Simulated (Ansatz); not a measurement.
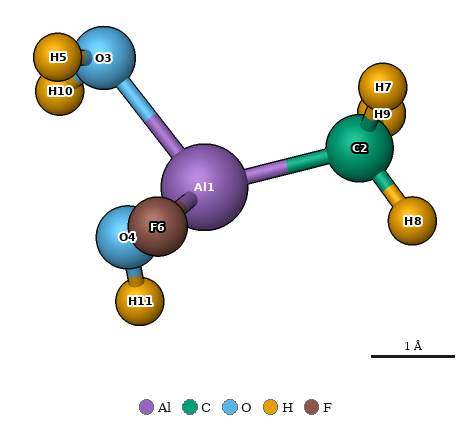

*The starting structure (ball-and-stick view, seen at a tilt; atoms are numbered from 1 in the order of the input). Sticks mark near contacts.*

Bond lengths as drawn: Al–C 1.95 Å, Al–F 1.69 Å, Al–O 1.74 to 2.00 Å, C–H 1.10 Å and H–O 0.96 to 0.98 Å.

Nudged elastic band of CH6AlFO2 (part 1 of 2)

System: CH6AlFO2.
Method: RKS B3LYP/def2-SVP (Ansatz 0.2.0).

It belongs to a series of runs on one base structure; here: band between the two ends. Figures and captions count atoms from 1; the log counts them from 0 in places.

**Log**
```
Engine: ansatz 0.2.0, aarch64-unknown-linux-gnu
Functional definition: B3LYP
  parameter a0 = 0.2
  parameter ax = 0.72
  parameter ac = 0.81
  exchange = (1 - a0 - ax)*slater_x + ax*b88_x + a0*exact_x
  correlation = (1 - ac)*vwn_rpa_c + ac*lyp_c
1069 factors; integrals over basis functions are off by at most 4.3e-4 eV
mean field evaluation 1: about -14525.9994 eV, gradient 8.6e1 eV
mean field evaluation 2: about -14510.5735 eV, gradient 1.2e2 eV
mean field evaluation 4: about -14539.8438 eV, gradient 5.0e0 eV
mean field evaluation 8: about -14539.9073 eV, gradient 5.6e-2 eV
mean field -14539.90727126 eV, -534.3317367155 hartree, gradient 6.5e-5 eV, S^2 0.000000; 0 other end points of the search recorded, 0 dependent functions left out
the calculation of the forces begins
reference -14539.90752111 eV, -534.3317458976 hartree; 25, 25 occupied and 79, 79 virtual orbitals, 1069 factors
1063 factors; integrals over basis functions are off by at most 1.0e-3 eV
mean field evaluation 16: about -14502.2158 eV, gradient 1.4e2 eV
mean field -14540.25556227 eV, -534.3445361742 hartree, gradient 1.7e-5 eV, S^2 0.000000; 0 other end points of the search recorded, 0 dependent functions left out
[... from here on the field's lines of each further geometry are left out, up to the last ...]
NEB iter   1: max|band force component| = 4.340e1 eV/Å  barrier→ = 9.6272 eV  barrier← = 9.9755 eV  Δτ_max = 0.2000 Å  (255 SCF iters)
NEB iter   2: max|band force component| = 5.561e0 eV/Å  barrier→ = 4.3557 eV  barrier← = 4.7040 eV  Δτ_max = 0.2000 Å  (238 SCF iters)
NEB iter   3: max|band force component| = 3.881e0 eV/Å  barrier→ = 2.8763 eV  barrier← = 3.2246 eV  Δτ_max = 0.2000 Å  (243 SCF iters)
NEB iter   4: max|band force component| = 5.643e0 eV/Å  barrier→ = 2.0556 eV  barrier← = 2.4039 eV  Δτ_max = 0.1003 Å  (231 SCF iters)
NEB iter   5: max|band force component| = 1.132e0 eV/Å  barrier→ = 1.7721 eV  barrier← = 2.1204 eV  Δτ_max = 0.1991 Å  (223 SCF iters)
NEB iter   6: max|band force component| = 1.238e0 eV/Å  barrier→ = 1.7427 eV  barrier← = 2.0910 eV  Δτ_max = 0.1001 Å  (223 SCF iters)
NEB iter   7: max|band force component| = 7.269e-1 eV/Å  barrier→ = 1.6716 eV  barrier← = 2.0199 eV  Δτ_max = 0.1003 Å  (219 SCF iters)
NEB iter   8: max|band force component| = 3.823e-1 eV/Å  barrier→ = 1.6175 eV  barrier← = 1.9658 eV  Δτ_max = 0.1038 Å  (218 SCF iters)
NEB iter   9: max|band force component| = 8.033e-1 eV/Å  barrier→ = 1.5331 eV  barrier← = 1.8814 eV  Δτ_max = 0.0505 Å  (219 SCF iters)
NEB iter  10: max|band force component| = 6.176e-1 eV/Å  barrier→ = 1.4595 eV  barrier← = 1.8078 eV  Δτ_max = 0.0503 Å  (221 SCF iters)
NEB iter  11: max|band force component| = 6.944e-1 eV/Å  barrier→ = 1.4178 eV  barrier← = 1.7661 eV  Δτ_max = 0.0508 Å  (218 SCF iters)
NEB iter  12: max|band force component| = 6.758e-1 eV/Å  barrier→ = 1.4021 eV  barrier← = 1.7504 eV  Δτ_max = 0.0504 Å  (216 SCF iters)
NEB iter  13: max|band force component| = 6.109e-1 eV/Å  barrier→ = 1.3925 eV  barrier← = 1.7408 eV  Δτ_max = 0.0510 Å  (219 SCF iters)
NEB iter  14: max|band force component| = 4.662e-1 eV/Å  barrier→ = 1.3814 eV  barrier← = 1.7297 eV  Δτ_max = 0.0502 Å  (215 SCF iters)
NEB iter  15: max|band force component| = 3.277e-1 eV/Å  barrier→ = 1.3737 eV  barrier← = 1.7220 eV  Δτ_max = 0.1025 Å  (215 SCF iters)
NEB iter  16: max|band force component| = 3.275e-1 eV/Å  barrier→ = 1.3775 eV  barrier← = 1.7257 eV  Δτ_max = 0.0993 Å  (220 SCF iters)
NEB iter  17: max|band force component| = 2.351e-1 eV/Å  barrier→ = 1.3829 eV  barrier← = 1.7312 eV  Δτ_max = 0.1004 Å  (217 SCF iters)
NEB iter  18: max|band force component| = 1.692e-1 eV/Å  barrier→ = 1.3668 eV  barrier← = 1.7150 eV  Δτ_max = 0.0669 Å  (221 SCF iters)
NEB iter  19: max|band force component| = 9.593e-2 eV/Å  barrier→ = 1.3666 eV  barrier← = 1.7149 eV  Δτ_max = 0.0772 Å  (215 SCF iters)
NEB iter  20: max|band force component| = 1.013e-1 eV/Å  barrier→ = 1.3645 eV  barrier← = 1.7128 eV  Δτ_max = 0.0387 Å  (219 SCF iters)
NEB iter  21: max|band force component| = 5.985e-2 eV/Å  barrier→ = 1.3618 eV  barrier← = 1.7101 eV  Δτ_max = 0.0387 Å  (218 SCF iters)
NEB iter  22: max|band force component| = 7.606e-2 eV/Å  barrier→ = 1.3607 eV  barrier← = 1.7090 eV  Δτ_max = 0.0194 Å  (219 SCF iters)
NEB iter  23: max|band force component| = 6.591e-2 eV/Å  barrier→ = 1.3596 eV  barrier← = 1.7079 eV  Δτ_max = 0.0194 Å  (218 SCF iters)
the calculation of the forces begins
reference -14540.22625532 eV, -534.3434591636 hartree; 25, 25 occupied and 79, 79 virtual orbitals, 1063 factors
1065 factors; integrals over basis functions are off by at most 9.0e-4 eV
mean field evaluation 1536: about -14538.5483 eV, gradient 1.0e-3 eV
mean field -14538.54833768 eV, -534.2817968278 hartree, gradient 8.7e-6 eV, S^2 0.000000; 1 other end points of the search recorded, 0 dependent functions left out
the calculation of the forces begins
reference -14538.54858300 eV, -534.2818058432 hartree; 25, 25 occupied and 79, 79 virtual orbitals, 1065 factors
NEB iter  24: max|band force component| = 3.897e-2 eV/Å  barrier→ = 1.3589 eV  barrier← = 1.7072 eV  Δτ_max = 0.0000 Å  (426 SCF iters)
```

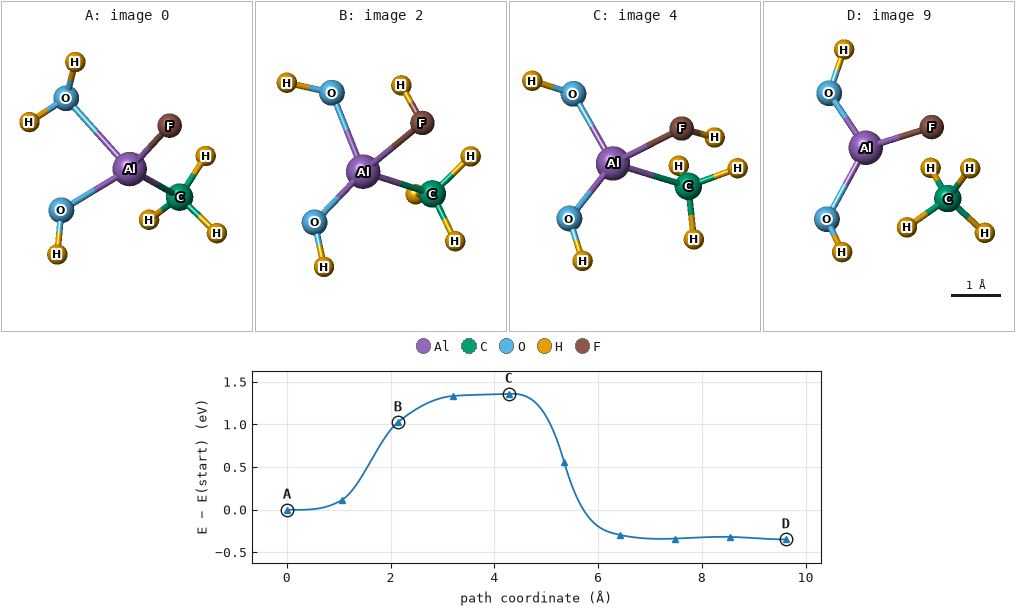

*Images of the last band (counted from 0; ball-and-stick, seen at a tilt) above the energy along the path; the line is a cubic interpolation that uses the forces.*

The highest image is number 4, 1.359 eV above the start and 1.707 eV above the end; the end lies 0.348 eV below the start. The path is 9.61 Å long. The band converged in 24 iterations.

```
Total energy: -14538.54858300 eV, -534.2818058432 hartree
Atom 0 at    -0.154997    -0.602348     0.104564 Å, force    -0.014500     0.003709     0.017516 eV/Å
Atom 1 at     0.798891     0.935987    -0.711600 Å, force     0.020279    -0.009407    -0.011914 eV/Å
Atom 2 at    -1.243271    -1.397625    -0.948574 Å, force    -0.010467     0.003969    -0.011572 eV/Å
Atom 3 at     0.437195    -1.509057     1.431406 Å, force    -0.008039     0.017248    -0.005622 eV/Å
Atom 4 at    -0.931431     1.499499     0.531653 Å, force    -0.023615    -0.025787     0.006700 eV/Å
Atom 5 at    -1.389346     0.826916     1.016575 Å, force    -0.008893     0.011685     0.010387 eV/Å
Atom 6 at     0.362749     1.956688    -0.641180 Å, force    -0.000592    -0.008909     0.005766 eV/Å
Atom 7 at     1.830769     1.034331    -0.333540 Å, force     0.000818     0.004757    -0.004462 eV/Å
Atom 8 at     0.861119     0.742493    -1.796432 Å, force     0.023232    -0.000284    -0.004321 eV/Å
Atom 9 at    -1.659269    -2.238528    -0.739670 Å, force     0.007236     0.006016     0.008116 eV/Å
Atom 10 at     1.087488    -1.248559     2.086699 Å, force     0.014541    -0.002995    -0.010594 eV/Å
Dipole moment:     0.138629     0.482095     0.233876 e Å
this run last wrote the band of iteration 24 to [file]
```

**The last band as extended XYZ (Å, eV, eV/Å)**
```
11
Properties=species:S:1:pos:R:3:forces:R:3 image=0 energy=-14539.90727
Al   -0.0765    0.1200    0.4387   -0.0087  -0.0023  -0.0014
C     1.0695    1.1398   -0.7631    0.0076   0.0097  -0.0092
O    -1.5406   -0.8590   -0.5019   -0.0038   0.0041  -0.0106
O     0.3400   -1.4578    1.0511    0.0041   0.0049   0.0027
H    -2.3853   -0.5837   -0.1084   -0.0013   0.0001   0.0006
F    -1.1278    0.9997    1.4310    0.0017   0.0012   0.0027
H     0.4833    1.8573   -1.3637    0.0079  -0.0098   0.0120
H     1.8088    1.7325   -0.1954   -0.0045  -0.0080  -0.0106
H     1.6329    0.4997   -1.4632   -0.0100   0.0072   0.0082
H    -1.3075   -1.7196   -0.0900    0.0020  -0.0034  -0.0010
H     1.1030   -1.7292    1.5647    0.0050  -0.0037   0.0065
11
Properties=species:S:1:pos:R:3:forces:R:3 image=1 energy=-14539.78973
Al    0.0040   -0.0674    0.4079   -0.0042   0.1697   0.1223
C     1.0468    1.0821   -0.7582    0.0231   0.0297  -0.0083
O    -1.5269   -0.8352   -0.5919   -0.0482   0.0780   0.0527
O     0.5488   -1.4692    1.2478   -0.0270   0.0122  -0.0612
H    -2.1136   -0.2973   -0.0025   -0.0756  -0.3012  -0.1686
F    -1.2554    0.7935    1.2162    0.0620  -0.0110   0.0693
H     0.3996    1.9192   -1.0710    0.0564   0.0393  -0.0514
H     1.9031    1.5194   -0.2177    0.0458   0.0346  -0.0317
H     1.4389    0.5996   -1.6681    0.0126  -0.0408   0.0195
H    -1.7158   -1.7759   -0.4452   -0.0169   0.0489   0.0845
H     1.2705   -1.4692    1.8826   -0.0279  -0.0593  -0.0271
11
Properties=species:S:1:pos:R:3:forces:R:3 image=2 energy=-14538.88263
Al    0.0303   -0.4267    0.1415    0.0595   0.0736   0.0310
C     1.0026    1.0036   -0.7424    0.0632   0.0150  -0.0089
O    -1.4154   -0.9727   -0.6867   -0.1094   0.1626   0.1203
O     0.5766   -1.5084    1.3521    0.0020  -0.0029  -0.0008
H    -1.9657    0.4273    0.3922   -0.1168  -0.4354  -0.0588
F    -1.3887    0.8061    1.0581   -0.0239   0.0583  -0.0659
H     0.2980    1.8303   -0.9414    0.0425  -0.0052  -0.0169
H     1.8263    1.4127   -0.1363    0.0587   0.0304  -0.0197
H     1.4167    0.6905   -1.7144    0.0600  -0.0063  -0.0089
H    -1.7104   -1.8904   -0.6551   -0.0533   0.1317   0.0417
H     1.3296   -1.3725    1.9323    0.0174  -0.0217  -0.0131
11
Properties=species:S:1:pos:R:3:forces:R:3 image=3 energy=-14538.57305
Al   -0.0522   -0.5561    0.0867    0.0096   0.0045  -0.0029
C     0.9069    0.9440   -0.7372    0.0083  -0.0003  -0.0032
O    -1.2850   -1.2478   -0.8902   -0.0096   0.0167   0.0009
O     0.5302   -1.5214    1.3791   -0.0025  -0.0082   0.0039
H    -1.6832    1.3201    0.5269   -0.0444  -0.0131   0.0036
F    -1.3523    0.7259    1.1689    0.0010   0.0018   0.0062
H     0.2646    1.8249   -0.9246    0.0007  -0.0080  -0.0123
H     1.7619    1.2990   -0.1372    0.0038   0.0074   0.0049
H     1.3001    0.6458   -1.7241    0.0270  -0.0082   0.0030
H    -1.6759   -2.1031   -0.6891   -0.0071   0.0073   0.0092
H     1.2849   -1.3315    1.9407    0.0132   0.0000  -0.0134
11
Properties=species:S:1:pos:R:3:forces:R:3 image=4 energy=-14538.54834
Al   -0.1550   -0.6023    0.1046   -0.0145   0.0037   0.0175
C     0.7989    0.9360   -0.7116    0.0203  -0.0094  -0.0119
O    -1.2433   -1.3976   -0.9486   -0.0105   0.0040  -0.0116
O     0.4372   -1.5091    1.4314   -0.0080   0.0172  -0.0056
H    -0.9314    1.4995    0.5317   -0.0236  -0.0258   0.0067
F    -1.3893    0.8269    1.0166   -0.0089   0.0117   0.0104
H     0.3627    1.9567   -0.6412   -0.0006  -0.0089   0.0058
H     1.8308    1.0343   -0.3335    0.0008   0.0048  -0.0045
H     0.8611    0.7425   -1.7964    0.0232  -0.0003  -0.0043
H    -1.6593   -2.2385   -0.7397    0.0072   0.0060   0.0081
H     1.0875   -1.2486    2.0867    0.0145  -0.0030  -0.0106
11
Properties=species:S:1:pos:R:3:forces:R:3 image=5 energy=-14539.34506
Al   -0.4550   -0.5800    0.3602   -0.7937   0.0445   0.6515
C     0.6452    1.1309   -0.6615   -0.3894   0.5764   0.2668
O    -1.2814   -1.3779   -0.9006    0.0752   0.0257  -0.0829
O     0.5625   -1.5011    1.3591    0.2273  -0.0002  -0.1871
H    -0.2872    1.2541    0.1067    1.6174  -0.7195  -1.2223
F    -1.3695    0.6811    1.1393   -0.1215  -0.4900   0.2154
H     0.5141    2.1950   -0.8489    0.3906   0.6739  -0.4592
H     1.6742    0.9914   -0.2798   -0.4430  -0.0135   0.3696
H     0.5852    0.6557   -1.6625   -0.5721  -0.1361   0.4714
H    -1.7143   -2.2137   -0.6981    0.0337  -0.0125  -0.1235
H     1.1262   -1.2358    2.0861   -0.0246   0.0512   0.1002
```
